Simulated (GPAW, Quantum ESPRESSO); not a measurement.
Consider NiPt (P4/mmm).

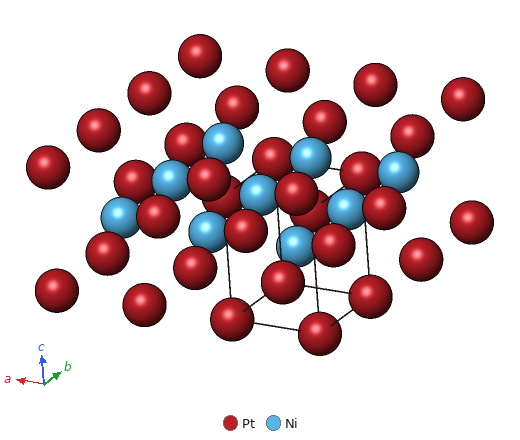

The structure (platinum red, nickel blue). 3×3×1 cells are drawn. Some periodic images of atoms are drawn too.

```xyz
2
Lattice="2.7099 0.0000 0.0000 0.0000 2.7099 0.0000 0.0000 0.0000 3.5783" Properties=species:S:1:pos:R:3 pbc="T T T"
Pt    0.0000    0.0000    0.0000
Ni    1.3550    1.3550    1.7892
```

Absorber: atom 2, with 8 Pt at 2.62 Å and 4 Ni at 2.71 Å (distorted cuboctahedral, site symmetry 4/mmm). Method: Quantum ESPRESSO XSpectra, LDA, excited-electron core hole (neutral cell), 16-atom cell with 6.5 Å between holes, 5×5×5 k points, dipole transitions, Lorentzian half width 0.72 eV, without spin-orbit coupling.

Where do the maxima of the Ni K edge fall?

Main maxima up to 30 eV above the zero (height): 13.5 eV (1.80), 18.6 eV (1.32), 22.4 eV (1.59) and 27.0 eV (1.17). A K edge sees empty p states, which here mix into the lowest empty bands, so that weight starts at the zero. The total-energy difference is 8343.46 eV. One term is added: -28.76 eV, since the hole is spin-paired here and a spin-polarised one costs that much less in the free atom (computed apart). The photon energy is then 8314.70 eV. The tabulated edge of the element is 8333 eV. The functional leaves an error in such absolute values: in the free atom LDA prices this hole 17.6 eV below PBE (computed apart), and PBE is itself good to a few eV.

The Ni K spectrum (energy from the energy zero of the input (xe0, at the border of filled and empty states); intensity scaled to a mean of 1 over the first 20 eV; the points at xe0, where the cut of filled states can leave a spike, are interpolated; polarised curves are means over the symmetry-equivalent atoms):

| E (eV) | isotropic | ε ⊥ c | ε ∥ c |
| --- | --- | --- | --- |
| -2.0 | 0.06 | 0.06 | 0.06 |
| -0.5 | 0.11 | 0.11 | 0.12 |
| 1.0 | 0.26 | 0.25 | 0.26 |
| 2.5 | 0.42 | 0.44 | 0.38 |
| 4.0 | 0.48 | 0.50 | 0.45 |
| 5.5 | 0.48 | 0.50 | 0.45 |
| 7.0 | 0.57 | 0.58 | 0.55 |
| 8.5 | 0.77 | 0.77 | 0.76 |
| 10.0 | 1.02 | 1.07 | 0.92 |
| 11.5 | 1.52 | 1.57 | 1.41 |
| 13.0 | 1.71 | 1.75 | 1.64 |
| 14.5 | 1.73 | 1.59 | 2.00 |
| 16.0 | 1.56 | 1.45 | 1.77 |
| 17.5 | 1.29 | 1.23 | 1.39 |
| 19.0 | 1.30 | 1.38 | 1.13 |
| 20.5 | 1.43 | 1.44 | 1.40 |
| 22.0 | 1.57 | 1.57 | 1.57 |
| 23.5 | 1.43 | 1.41 | 1.46 |
| 25.0 | 1.11 | 1.11 | 1.11 |
| 26.5 | 1.15 | 1.15 | 1.15 |
| 28.0 | 0.98 | 1.02 | 0.90 |
| 29.5 | 1.00 | 1.08 | 0.83 |
| 31.0 | 1.01 | 1.07 | 0.88 |

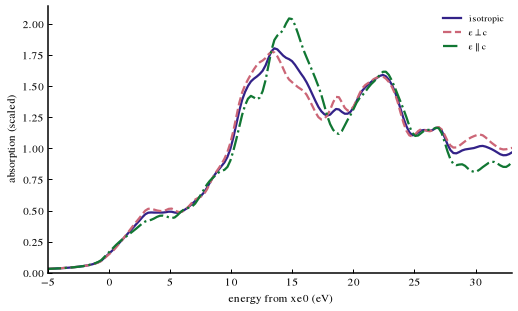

The Ni K edge.

XSpectra leaves a spike where filled states are cut (about half a line width round xe0); it is interpolated away in tables and plots. Quadrupole 1s→3d transitions, which feed the pre-edge, are not in the dipole spectrum. The spins start ferromagnetically in a simple order, which needn't be the measured one; gap and edge can depend on it. Lifetime broadening is put in by hand, and intensities beyond about 20 eV depend on it and on the partial waves. The structure is a computed Materials Project entry and may be a hypothetical form.

[Banner, clock and machine lines of the logs are left out without a mark of their own.]

[Logs are printed without paths, hosts, clocks, repeated set-up lines and the standing remarks that a program may print on its own settings, such as how far it seeks lower states.]

[Hosts, paths, dates, database ids (printed as entryN), source tags and the programs' standing remarks are cut or masked in the printed files.]

[Lists of maxima count a maximum above −3 eV only where it reaches 4 % of the highest in the window and stands out from its surroundings by 2 % of it (1.5 % where it reaches 55 %); shoulders and weaker maxima are passed over, and of the rest the first, up to two pre-edge ones and the few strongest are named.]
